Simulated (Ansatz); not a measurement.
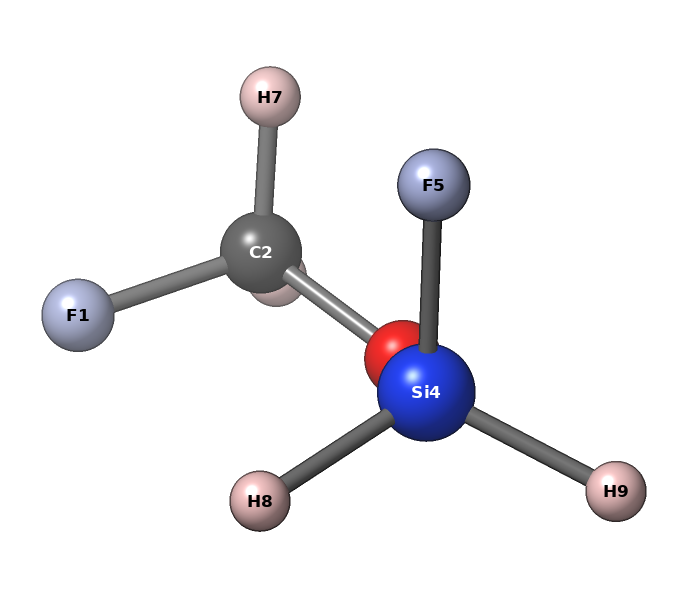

O3 lies behind Si4. The molecule seen nearly along the Si4–O3 bond, Si4 in front. Depth is shown by fading: the farther an atom, the more it takes the colour of the background. Computed geometry: PBE0-D4/def2-TZVP optimisation. No frequency run is at hand to confirm it as a minimum.

What is the torsion angle F5–Si4–O3–C2? The sign is positive where the front bond must turn clockwise to cover the back bond.

Answer. −55°, synclinal (gauche).
